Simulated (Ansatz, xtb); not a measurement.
Bond stretch in SeMg, lowest singlet found (which spin is the ground state isn't settled by this scan).

- RMP2 = MP2 on RHF/cc-pVDZ, cores with 3d frozen (Ansatz, a first-principles code)
- GFN1-xTB (xtb)
- RCCSDT = CCSDT on RHF/cc-pVDZ, cores with 3d frozen run with Ansatz

Energies are in kcal/mol, each relative to the lowest point of its own curve between 2.06 and 2.62 Å, where full CI is lowest.

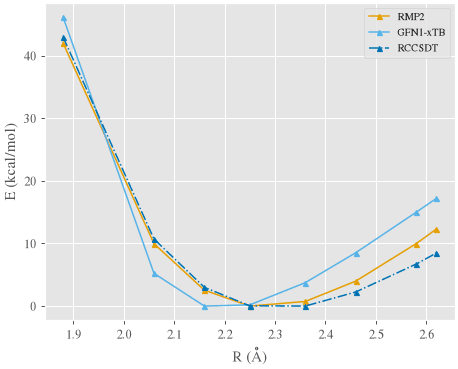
Figure. Energy against bond length for each method.

```
R / Å  RMP2  GFN1-xTB  RCCSDT
-----  ----  --------  ------
1.88   42.0      46.1    43.0
2.06   10.0       5.2    10.7
2.16    2.5       0.0     3.0
2.25    0.0       0.2     0.0
2.36    0.7       3.7     0.0
2.46    4.0       8.5     2.2
2.58   10.0      15.0     6.7
2.62   12.3      17.2     8.5
```

At the longest distance, 2.62 Å, GFN1-xTB lies highest above its minimum (17.2 kcal/mol) and RCCSDT lowest (8.5 kcal/mol).

The scan ran from 1.88 to 8.82 Å; beyond the distances shown full CI changes its symmetry label. The restricted form behind RMP2 keeps the bonding electrons paired and can't separate into open-shell fragments.
